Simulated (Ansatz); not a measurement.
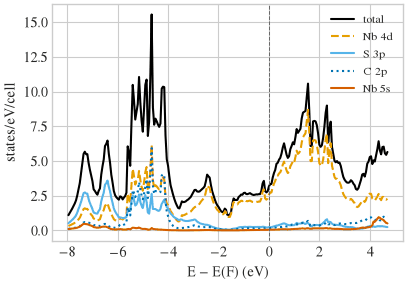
*Total and projected density of states of Nb2CS in space group P6_3/mmc (No. 194; Nb on 4f, C on 2a, S on 2d), plane-wave PAW PBEsol (Ansatz code)*

Which orbitals carry the states next to the Fermi level?

Within 0.5 eV of the Fermi level: Nb 4d 81 %, S 3p 8 %. Projections are on Löwdin-orthogonalised atomic valence shells; empty p or d shells of many metals are not among them.

Where is the tallest occupied peak in this window, and what makes it?

Near -4.6 eV, about 16 states/eV per cell; the largest projected share is Nb 4d.

The first step of the workflow began from a Materials Project structure, measured or hypothetical; the Crystallography Open Database copy checked does not list it. Its standing as an ambient phase is unchecked. Symmetry was held in the PBEsol relaxation; of distortions, only those at the zone centre were tested. The run is not spin-polarised. Spin–orbit coupling is left out wherever it is not named.

Potentials: the later of the program's two PAW sets.
